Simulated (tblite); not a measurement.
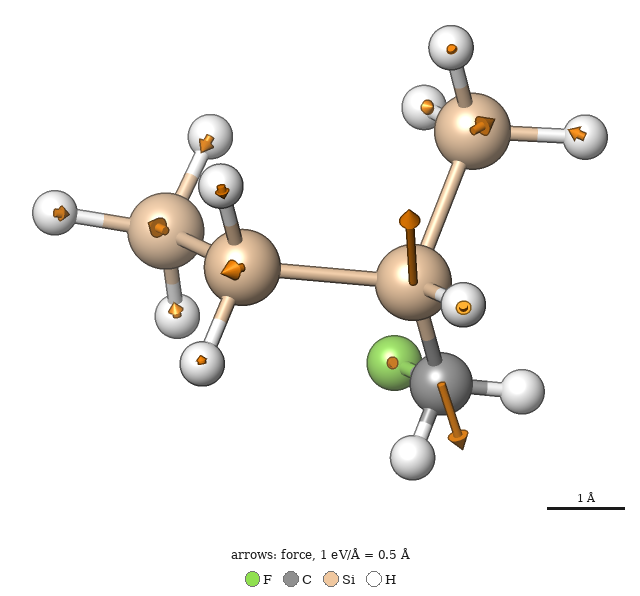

Starting geometry of CH11FSi4 with the computed forces as orange arrows. The picture is a ball-and-stick view, seen at a tilt.

These are results of GFN2-xTB geometry optimisation, gas phase in tblite, not measurements. 

Q: Is this structure relaxed? If not, where do the atoms go?

A: It isn't relaxed: the largest force vector, on a Si atom, is 2.99 eV/Å. The final displacements have little in common with the starting forces (cosine between the two patterns 0.23). An H atom moves most after the best rigid fit: 0.33 Å. Largest moves by element: H 0.33 Å, Si 0.23 Å, F 0.06 Å, C 0.04 Å. Among the contacts that change: C–Si 1.816 → 1.931 Å, Si–Si 2.276 → 2.335 Å, Si–Si 2.287 → 2.324 Å, H–Si 1.497 → 1.467 Å. Among the angles between lasting bonds that change: Si–Si–Si 107.9° → 117.4°, C–Si–H 109.6° → 100.8°, C–Si–Si 110.3° → 104.5°. After 60 geometry steps the energy has fallen by 0.337 eV. The run took 0.92 s on 1 thread of Arm Neoverse N1, with other jobs on the host.
